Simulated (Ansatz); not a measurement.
```
atom    x (Å)    y (Å)    z (Å)
  Si  -0.4101   0.5047  -0.1743
   C   1.2836   0.7718   0.5878
   C  -0.8511  -1.3029  -0.4139
   H  -0.6558   1.3203  -1.3316
   H  -1.4457   1.2625   0.4710
   H   2.0818   0.3117  -0.0186
   H   1.5034   1.8486   0.6705
   H   1.3354   0.3362   1.5996
   H  -0.8568  -1.8357   0.5521
   H  -0.1335  -1.8157  -1.0757
   H  -1.8512  -1.4013  -0.8670
```

Not at a stationary point (largest force 1.8 eV/Å).

Level of theory: UKS PBE0-D4/def2-SVP in Ansatz 0.2.0.

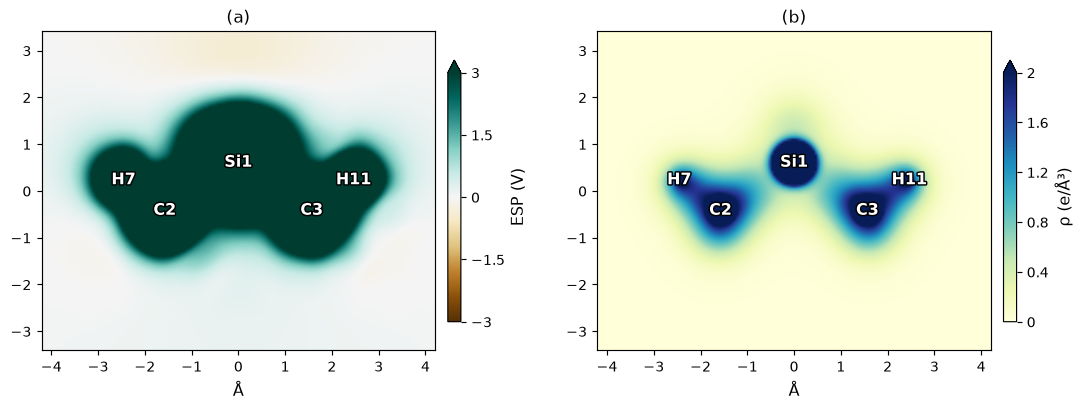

C₂H₈Si. (a) electrostatic potential; (b) total electron density on the plane of atoms C2, Si1 and C3.

Q: Describe what can be read from this map.

A: Atoms in the plane: Si, C and H. C–Si (1.88 Å): ρ at the midpoint is about 0.95 e/Å³. C–H (1.10 Å): the density is about 1.8 e/Å³ at the midpoint. Outside the dense part of the molecule the potential is most negative (−0.4 V) near H4, which lies off the plane.
